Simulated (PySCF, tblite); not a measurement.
# CH4BFO2: geometry, infrared bands, NMR shifts and spin-spin couplings

Aim: predict the infrared bands, NMR shifts and spin-spin couplings of CH4BFO2 (`COB(O)F`).

The runs use tblite 0.8.0 and PySCF 2.14.0, with density-fitted response routines of our own; the level of theory stands in each step. All values are computed, except where a source is named. Atoms are numbered from 0 throughout.

### 1 The starting structure

9 atoms, charge 0, multiplicity 1; geometry from: force field or distance geometry start.

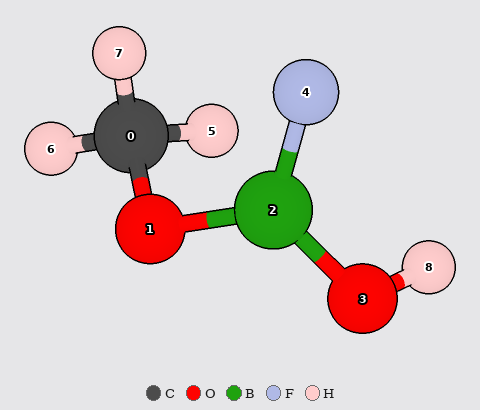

The starting geometry (carbon dark grey, oxygen red, boron green, fluorine light blue, hydrogen pink), atoms numbered; sticks join atoms by distance.

### 2 Relaxing the molecule with GFN2-xTB

What the job is given:

```
{"job": {"kind": "relax", "xc": "GFN2-xTB", "basis": "xTB"}, "charge": 0, "multiplicity": 1}
C     -1.186300    -0.401700     0.385800
O     -0.230500     0.075600     1.265200
B      0.820600     0.655600     0.415900
O      2.090400    -0.013700     0.412800
F      0.452900     1.630100    -0.602000
H     -0.656500    -0.973800    -0.392600
H     -1.927700    -1.063900     0.856800
H     -1.692600     0.510600    -0.014800
H      2.343300    -0.413100    -0.459100
```

Run with:

```console
$ OMP_NUM_THREADS=1 python probes_run.py task.json out
```

This one command runs all jobs of the session in turn.

The program printed:

```text
step      E/eV     max force
  0    -499.30918    3.262
  1    -499.71912    2.353
  2    -499.94876    1.203
  3    -499.99050    0.662
  4    -500.03820    0.581
  5    -500.10150    1.134
  6    -500.15548    1.106
  7    -500.21043    0.691
  8    -500.25029    0.599
  9    -500.30365    0.726
 10    -500.35750    0.955
 11    -500.41010    0.872
 12    -500.46761    0.934
 13    -500.45130    2.213
 14    -500.53097    0.838
 15    -500.54960    0.391
 16    -500.57276    0.452
 17    -500.58485    0.629
 18    -500.63108    1.110
 19    -500.66871    1.160
 20    -500.72498    0.849
 21    -500.76752    1.568
 22    -500.79408    0.792
 23    -500.82738    0.611
 24    -500.85293    0.621
 25    -500.87233    0.401
 26    -500.88187    0.401
 27    -500.89517    0.388
 28    -500.91050    0.441
 29    -500.92359    0.522
 30    -500.93031    0.284
 31    -500.93463    0.232
 32    -500.93841    0.192
 33    -500.94507    0.140
 34    -500.94688    0.102
 35    -500.94809    0.102
 36    -500.94956    0.116
 37    -500.95155    0.136
 38    -500.95362    0.140
 39    -500.95542    0.105
 40    -500.95688    0.124
 41    -500.95818    0.152
 42    -500.95924    0.115
 43    -500.95978    0.052
 44    -500.95997    0.030
 45    -500.96006    0.025
 46    -500.96012    0.018
 47    -500.96015    0.012
 48    -500.96016    0.014
 49    -500.96019    0.017
 50    -500.96023    0.024
 51    -500.96030    0.025
 52    -500.96036    0.020
 53    -500.96040    0.020
 54    -500.96044    0.017
 55    -500.96049    0.026
 56    -500.96055    0.029
 57    -500.96061    0.023
 58    -500.96067    0.024
 59    -500.96074    0.027
 60    -500.96088    0.047
 61    -500.96120    0.078
 62    -500.96177    0.117
 63    -500.96252    0.125
 64    -500.96360    0.074
 65    -500.96363    0.120
 66    -500.96419    0.097
 67    -500.96441    0.027
 68    -500.96453    0.031
 69    -500.96463    0.031
 70    -500.96473    0.017
 71    -500.96475    0.014
 72    -500.96476    0.013
 73    -500.96479    0.012
 74    -500.96481    0.011
 75    -500.96483    0.006
```

It took 0.46 s on 1 thread of Intel Xeon at 2.70GHz, shared host.

Relaxation path: (not every step is listed)

| step | energy from step 0 (eV) | largest force (eV/Å) |
| --- | --- | --- |
| 0 | 0.0000 | 3.2624 |
| 1 | -0.4099 | 2.3526 |
| 2 | -0.6396 | 1.2027 |
| 3 | -0.6813 | 0.6625 |
| 4 | -0.7290 | 0.5813 |
| 5 | -0.7923 | 1.1342 |
| 6 | -0.8463 | 1.1063 |
| 7 | -0.9012 | 0.6908 |
| 8 | -0.9411 | 0.5994 |
| 14 | -1.2218 | 0.8381 |
| 20 | -1.4158 | 0.8487 |
| 26 | -1.5727 | 0.4009 |
| 32 | -1.6292 | 0.1916 |
| 38 | -1.6444 | 0.1401 |
| 44 | -1.6508 | 0.0300 |
| 50 | -1.6510 | 0.0243 |
| 56 | -1.6514 | 0.0286 |
| 62 | -1.6526 | 0.1173 |
| 68 | -1.6553 | 0.0314 |
| 70 | -1.6555 | 0.0167 |
| 71 | -1.6556 | 0.0136 |
| 72 | -1.6556 | 0.0135 |
| 73 | -1.6556 | 0.0117 |
| 74 | -1.6556 | 0.0114 |
| 75 | -1.6556 | 0.0065 |

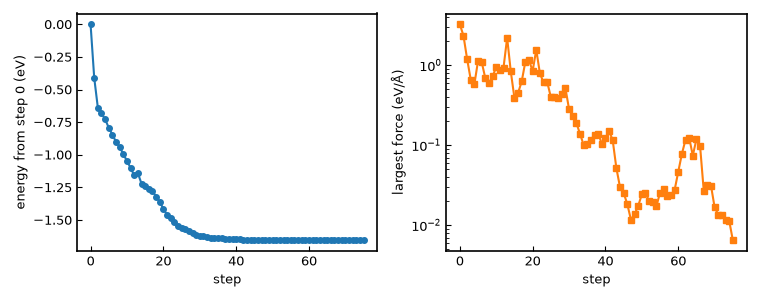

Energy and largest force along the relaxation.

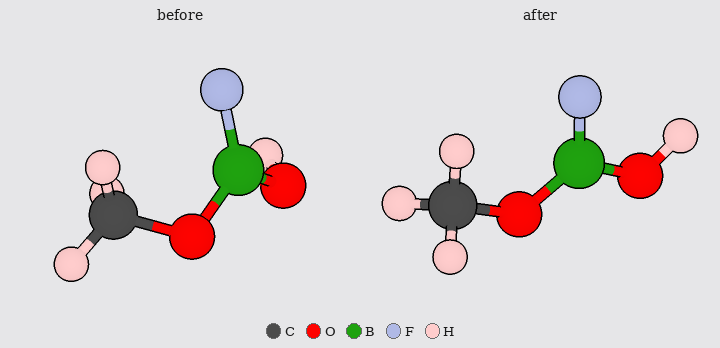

The geometry before (left) and after (right).

Distances of close pairs at the start and the end, largest changes first:

| bond | before (Å) | after (Å) | change (Å) |
| --- | --- | --- | --- |
| O1–B2 | 1.471 | 1.330 | -0.140 |
| B2–F4 | 1.456 | 1.358 | -0.099 |
| B2–O3 | 1.435 | 1.339 | -0.096 |
| O3–H8 | 0.992 | 0.957 | -0.034 |
| C0–O1 | 1.384 | 1.414 | +0.030 |
| C0–H7 | 1.118 | 1.091 | -0.026 |
| C0–H5 | 1.102 | 1.091 | -0.011 |
| C0–H6 | 1.100 | 1.091 | -0.009 |

The next job starts from the end point, and lists it.

### 3 Infrared spectrum with GFN2-xTB

What the job is given:

```
{"job": {"kind": "ir", "xc": "GFN2-xTB", "basis": "xTB"}, "charge": 0, "multiplicity": 1}
C     -1.387438    -0.429733     0.316758
O     -0.002332    -0.639833     0.507514
B      0.942234     0.230884     0.162020
O      2.235512    -0.041694     0.377250
F      0.615193     1.414996    -0.416036
H     -1.768961    -1.229870    -0.319624
H     -1.875498    -0.477447     1.291532
H     -1.589241     0.536797    -0.147745
H      2.844092     0.641894     0.096542
```

The program printed:

```text
mode    cm-1     km/mol
  1      61.9      0.12
  2     159.7      5.51
  3     216.6      7.69
  4     386.4     36.20
  5     485.4     54.97
  6     501.3      6.23
  7     566.1    255.73
  8     779.9      2.95
  9     920.9    106.45
 10    1077.7    220.28
 11    1131.4      0.61
 12    1140.5     21.92
 13    1232.1    370.05
 14    1379.2    369.39
 15    1427.6    315.71
 16    1462.5      5.58
 17    1468.2     17.13
 18    2973.9     21.90
 19    2979.1     19.56
 20    2982.0     23.29
 21    3633.1     45.46
```

It took 0.23 s on 1 thread of Intel Xeon at 2.70GHz, shared host.

The strongest bands and the atoms that carry them (share of the mass-weighted mode):

| cm⁻¹ | km/mol | atoms |
| --- | --- | --- |
| 485 | 55.0 | H8 79 %, B2 16 % |
| 566 | 255.7 | B2 67 %, H8 13 %, O3 10 % |
| 921 | 106.5 | H8 65 %, O3 14 % |
| 1078 | 220.3 | O1 35 %, C0 30 %, B2 14 %, H8 12 % |
| 1232 | 370.1 | B2 57 %, O3 16 %, O1 12 % |
| 1379 | 369.4 | B2 36 %, H7 17 %, H6 12 %, H5 12 % |
| 1428 | 315.7 | B2 31 %, H7 17 %, O1 15 %, H5 15 % |
| 3633 | 45.5 | H8 94 % |

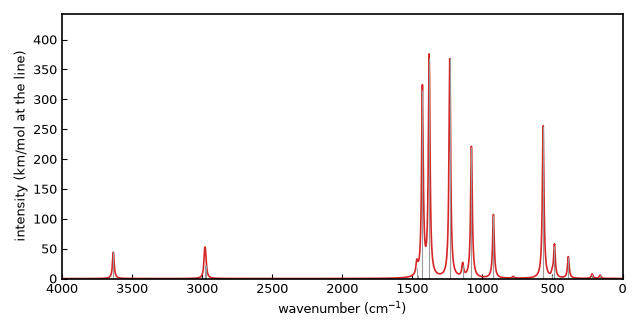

The infrared spectrum from these modes, unscaled. Lines are broadened to a width of 14 cm⁻¹ (Lorentzian).

### 4 NMR shieldings: PBE0/pcSseg-1

The job, as its differences from that of step 3:

```diff
@@ -1,2 +1,2 @@
-{"job": {"kind": "ir", "xc": "GFN2-xTB", "basis": "xTB"}, "charge": 0, "multiplicity": 1}
+{"job": {"kind": "nmr", "xc": "PBE0", "basis": "pcSseg-1"}, "charge": 0, "multiplicity": 1}
 C     -1.387438    -0.429733     0.316758
```

Level: GIAO PBE0/pcSseg-1 NMR shielding, non-relativistic, gas phase.

The program printed:

```text
coarse grid: 7912 points
cycle   1  E = -315.2677580129  dE =  6.550e-01  |g| = 8.749e-01  |ddm| = 2.456e+00
cycle   2  E = -315.1716579200  dE =  9.610e-02  |g| = 1.167e+00  |ddm| = 1.005e+00
cycle   3  E = -315.3946248049  dE = -2.230e-01  |g| = 7.378e-02  |ddm| = 5.946e-01
cycle   4  E = -315.3952994537  dE = -6.746e-04  |g| = 4.159e-02  |ddm| = 4.976e-02
cycle   5  E = -315.3955408151  dE = -2.414e-04  |g| = 6.202e-03  |ddm| = 1.974e-02
cycle   6  E = -315.3955472005  dE = -6.385e-06  |g| = 1.607e-03  |ddm| = 4.517e-03
final grid: 77928 points
cycle   7  E = -315.4475221424  dE = -2.911e-05  |g| = 1.074e-02  |ddm| = 1.519e-02
cycle   8  E = -315.4474988466  dE =  2.330e-05  |g| = 1.606e-02  |ddm| = 1.188e-02
cycle   9  E = -315.4475408846  dE = -4.204e-05  |g| = 7.914e-04  |ddm| = 7.500e-03
cycle  10  E = -315.4475410117  dE = -1.271e-07  |g| = 2.083e-04  |ddm| = 6.000e-04
cycle  11  E = -315.4475410191  dE = -7.377e-09  |g| = 6.981e-05  |ddm| = 1.341e-04
cycle  12  E = -315.4475410199  dE = -7.767e-10  |g| = 1.992e-05  |ddm| = 4.266e-05
converged SCF energy = -315.4475410199

GIAO shielding tensors (ppm)
atom      isotropic    diamagn.    paramagn.     s11        s22        s33       span
  0 C      132.245     244.533    -112.288    103.112    109.632    183.992     80.880
  1 O      273.825     392.841    -119.016    162.190    317.660    341.625    179.434
  2 B       85.550     197.001    -111.451     68.007     82.198    106.445     38.439
  3 O      253.627     385.766    -132.138    183.054    279.238    298.590    115.536
  4 F      313.377     472.040    -158.663    194.761    350.069    395.300    200.539
  5 H       27.826      28.521      -0.696     23.688     25.748     34.041     10.353
  6 H       27.825      28.174      -0.348     23.681     25.751     34.043     10.362
  7 H       27.451      29.753      -2.302     23.309     26.884     32.160      8.852
  8 H       28.290      30.366      -2.075     21.603     24.219     39.048     17.445
```

Wall time 13 s (1 thread of Intel Xeon at 2.70GHz, shared host); peak memory 0.46 GiB.

The references, computed at this level on geometries of the same kind, shield at (ppm): 1H TMS 31.72, 13C TMS 186.9, 19F CFCl3 170.9, 17O H2O 336.1, 11B BF3·OEt2 100.1. Their shielding less the atom's gives the shift. The references are single molecules in the gas phase, so shifts against H2O, NH3, PH3, H3PO4 or CFCl3 are not on the usual liquid scales and can be off by tens of ppm. Atoms listed in one row are averaged.

| atoms | environment | σ (ppm) | δ (ppm) | δ scaled to CDCl3 |
| --- | --- | --- | --- | --- |
| C0 | methyl carbon bonded to O | 132.2 | 54.7 | 51.5 |
| H5, H6, H7 | hydrogen on a methyl carbon bonded to O | 27.70 | 4.02 | 3.89 |
| H8 | hydrogen on an oxygen bonded to B | 28.29 | 3.43 | – |
| O3 | oxygen bonded to B, H | 253.6 | 82.5 | – |
| O1 | oxygen bonded to C, B | 273.8 | 62.3 | – |
| B2 | boron bonded to F, 2 O | 85.5 | 14.5 | – |
| F4 | fluorine bonded to B | 313.4 | -142.4 | – |

The scaled column applies a straight-line fit of computed shieldings to shifts measured in CDCl3, and one for carbons that bear F (root-mean-square error 0.16 ppm for H, 1.9 ppm for C).

The run also stored atomic charges by several schemes (e):

| atoms | Mulliken | IAO | Hirshfeld | ESP fit |
| --- | --- | --- | --- | --- |
| C0 | -0.03 | -0.20 | -0.03 | -0.10 |
| O1 | -0.49 | -0.41 | -0.19 | -0.41 |
| B2 | 0.67 | 0.71 | 0.31 | 0.88 |
| O3 | -0.40 | -0.55 | -0.27 | -0.74 |
| F4 | -0.36 | -0.37 | -0.17 | -0.37 |

Mulliken charges:

| atom | value (e) |
| --- | --- |
| C0 | -0.03 |
| O1 | -0.49 |
| B2 | 0.67 |
| O3 | -0.40 |
| F4 | -0.36 |
| H5 | 0.12 |
| H6 | 0.12 |
| H7 | 0.11 |
| H8 | 0.25 |

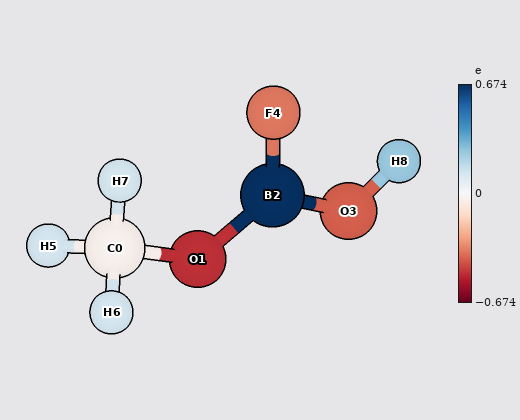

Mulliken charges, as colours on the atoms.

Mayer bond orders: C0–O1 0.88, O1–B2 1.20, B2–O3 1.23, B2–F4 0.99.

### 5 J couplings: B3LYP/pcJ-1

The job, as its differences from that of step 4:

```diff
@@ -1,2 +1,2 @@
-{"job": {"kind": "nmr", "xc": "PBE0", "basis": "pcSseg-1"}, "charge": 0, "multiplicity": 1}
+{"job": {"kind": "j", "xc": "B3LYP", "basis": "pcJ-1"}, "charge": 0, "multiplicity": 1}
 C     -1.387438    -0.429733     0.316758
```

With the program's defaults for keys left out, this is: B3LYP/pcJ-1 indirect spin-spin coupling, non-relativistic, gas phase.

The program printed:

```text
coarse grid: 7912 points
cycle   1  E = -315.6189316483  dE =  6.336e-01  |g| = 9.858e-01  |ddm| = 2.309e+00
cycle   2  E = -315.4408740245  dE =  1.781e-01  |g| = 1.441e+00  |ddm| = 1.185e+00
cycle   3  E = -315.7742441836  dE = -3.334e-01  |g| = 9.679e-02  |ddm| = 7.388e-01
cycle   4  E = -315.7752462531  dE = -1.002e-03  |g| = 6.198e-02  |ddm| = 6.715e-02
cycle   5  E = -315.7757626279  dE = -5.164e-04  |g| = 8.015e-03  |ddm| = 2.727e-02
cycle   6  E = -315.7757729888  dE = -1.036e-05  |g| = 2.426e-03  |ddm| = 5.939e-03
cycle   7  E = -315.7757740347  dE = -1.046e-06  |g| = 8.567e-04  |ddm| = 1.718e-03
final grid: 77928 points
cycle   8  E = -315.8303388501  dE = -1.651e-04  |g| = 6.001e-03  |ddm| = 1.269e-02
cycle   9  E = -315.8303347695  dE =  4.081e-06  |g| = 7.602e-03  |ddm| = 5.848e-03
cycle  10  E = -315.8303441152  dE = -9.346e-06  |g| = 1.023e-03  |ddm| = 3.623e-03
cycle  11  E = -315.8303442198  dE = -1.046e-07  |g| = 5.931e-04  |ddm| = 8.435e-04
cycle  12  E = -315.8303442888  dE = -6.895e-08  |g| = 5.003e-05  |ddm| = 3.389e-04
cycle  13  E = -315.8303442891  dE = -3.355e-10  |g| = 2.386e-05  |ddm| = 3.493e-05
converged SCF energy = -315.8303442891

Indirect spin-spin couplings (Hz)
  i      j    bonds     total        FC       PSO       DSO        SD
  0 C    1 O    1     13.794    17.445    -1.741    -0.112    -1.798
  0 C    2 B    2      0.480     0.588    -0.035    -0.068    -0.005
  0 C    3 O    3     -2.177    -2.201    -0.020     0.060    -0.017
  0 C    4 F    3      8.199    10.002    -1.611    -0.026    -0.167
  0 C    5 H    1    150.961   149.875     0.183     0.710     0.193
  0 C    6 H    1    150.857   149.771     0.184     0.710     0.192
  0 C    7 H    1    146.215   145.082     0.123     0.781     0.229
  0 C    8 H    4      1.550     1.596     0.472    -0.531     0.012
  1 O    2 B    1    -30.530   -34.447     4.427    -0.217    -0.293
  1 O    3 O    2     18.128    18.213    -0.635    -0.003     0.554
  1 O    4 F    2     28.103     6.036    23.338     0.101    -1.371
  1 O    5 H    2     -6.961    -6.431    -0.788     0.096     0.161
  1 O    6 H    2     -6.972    -6.442    -0.786     0.095     0.162
  1 O    7 H    2     -0.857    -0.258    -0.867     0.143     0.124
  1 O    8 H    3     -8.312    -8.608    -0.217     0.425     0.087
  2 B    3 O    1    -27.119   -31.107     4.377    -0.182    -0.207
  2 B    4 F    1   -115.376   -81.662   -35.380     1.198     0.467
  2 B    5 H    3      2.408     2.429     0.476    -0.494    -0.003
  2 B    6 H    3      2.432     2.453     0.477    -0.495    -0.003
  2 B    7 H    3      3.764     3.966    -0.333     0.140    -0.010
  2 B    8 H    2     -1.532    -0.511    -0.140    -0.800    -0.080
  3 O    4 F    2     34.601    11.538    23.952     0.138    -1.027
  3 O    7 H    4      0.239     0.147    -0.126     0.200     0.019
  3 O    8 H    1    -91.988   -78.702   -12.442    -0.351    -0.494
  4 F    5 H    4     -1.048    -0.194     0.432    -1.078    -0.208
  4 F    6 H    4     -1.050    -0.198     0.436    -1.082    -0.207
  4 F    7 H    4     -0.631     0.159    -1.662     1.380    -0.508
  4 F    8 H    3     -2.407     4.578    -5.385    -0.051    -1.548
  5 H    6 H    2    -11.426   -11.736     2.721    -2.732     0.320
  5 H    7 H    2    -10.728   -11.035     2.567    -2.564     0.303
  5 H    8 H    5     -0.262    -0.103     1.600    -1.761     0.002
  6 H    7 H    2    -10.760   -11.066     2.566    -2.563     0.304
  6 H    8 H    5     -0.263    -0.104     1.601    -1.762     0.002
  7 H    8 H    5     -0.319    -0.129     1.366    -1.561     0.005
```

Run time: 29 s. Hardware: 1 thread of Intel Xeon at 2.70GHz, shared host; peak memory 0.72 GiB.

A choice of the couplings up to four bonds, sorted by the number of bonds, with means over like pairs; isotopes 11B, 13C, 19F, 1H, 17O:

| pair | bonds | J (Hz) | Fermi contact (Hz) | dihedral (°) |
| --- | --- | --- | --- | --- |
| C0–H5 | 1 | 149.3 | 148.2 | – |
| B2–F4 | 1 | -115.4 | -81.7 | – |
| O3–H8 | 1 | -92.0 | -78.7 | – |
| O1–B2 | 1 | -30.5 | -34.4 | – |
| B2–O3 | 1 | -27.1 | -31.1 | – |
| C0–O1 | 1 | 13.8 | 17.4 | – |
| O3–F4 | 2 | 34.6 | 11.5 | – |
| O1–F4 | 2 | 28.1 | 6.0 | – |
| O1–O3 | 2 | 18.1 | 18.2 | – |
| H5–H6 | 2 | -11.0 | -11.3 | – |
| O1–H5 | 2 | -4.9 | -4.4 | – |
| B2–H8 | 2 | -1.5 | -0.5 | – |
| O1–H8 | 3 | -8.3 | -8.6 | 180 |
| C0–F4 | 3 | 8.2 | 10.0 | 0 |
| B2–H5 | 3 | 2.9 | 2.9 | – |
| F4–H8 | 3 | -2.4 | 4.6 | 0 |
| C0–O3 | 3 | -2.2 | -2.2 | 180 |
| C0–H8 | 4 | 1.6 | 1.6 | – |

Quadrupole couplings from the field gradients of the same density:

| atom | isotope | eQq/h (MHz) | η |
| --- | --- | --- | --- |
| O1 | 17O | -9.839 | 0.06 |
| O3 | 17O | -8.742 | 0.20 |
| B2 | 11B | 2.158 | 0.89 |

Shifts (PBE0/pcSseg-1, unscaled) and these couplings together give the proton spectrum at 400 MHz below. Couplings to quadrupolar nuclei are left out.

1H NMR δ 4.02 (s, 3H), 3.43 (br s, 1H).

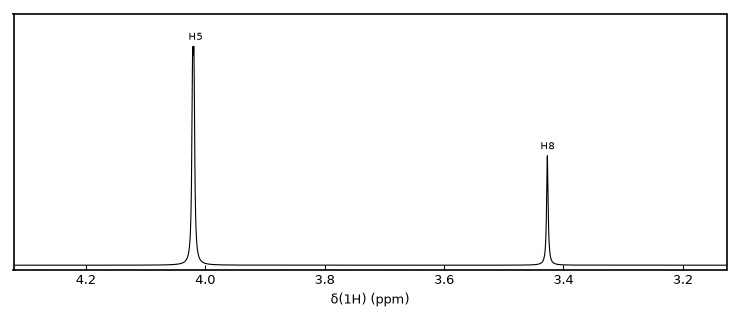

Simulated proton spectrum at 400 MHz, by exact diagonalisation of each spin system; lines 1.2 Hz wide, exchangeable protons uncoupled.

### 6 Outcome

```
                                                              quantity                    value
                             strongest single infrared mode (GFN2-xTB)    1232 cm⁻¹, 370 km/mol
                                          zero-point energy (GFN2-xTB)            38.5 kcal/mol
                                13C shifts against TMS (PBE0/pcSseg-1)                 54.7 ppm
1H shifts against TMS (PBE0/pcSseg-1, means over atoms taken as alike)           4.02, 3.43 ppm
                                17O shifts against H2O (PBE0/pcSseg-1)           82.5, 62.3 ppm
                           11B shifts against BF3·OEt2 (PBE0/pcSseg-1)                 14.5 ppm
                              19F shifts against CFCl3 (PBE0/pcSseg-1)               -142.4 ppm
                           largest coupling of the table (B3LYP/pcJ-1)  1J(C,H) C0–H5, 149.3 Hz
```

**Reading.** Relaxing lowered the energy by 1.656 eV in 75 steps; the close pair that moved most is O1–B2, from 1.471 to 1.330 Å. No mode is imaginary among the 21: a minimum at this level. The strongest single mode, at 1232 cm⁻¹, moves mainly B2. GFN2-xTB is a fitted tight-binding method: band positions and strengths are rough. Its intensities can rank the bands wrongly. H5, H6, H7 (mean) (hydrogen on a methyl carbon bonded to O) lies farthest downfield among hydrogen, at 4.02 ppm; its carbon carries O, which withdraws density. At PBE0/pcSseg-1: The widest tensor belongs to F4: span 201 ppm, with a paramagnetic part of -159 ppm. In the run at B3LYP/pcJ-1, the largest coupling of the table is C0–H5 (mean over like pairs), 149.3 Hz, of which the Fermi-contact term gives 148.2 Hz. Couplings across rotatable bonds belong to this one conformer; where others are populated, the observed values are averages.
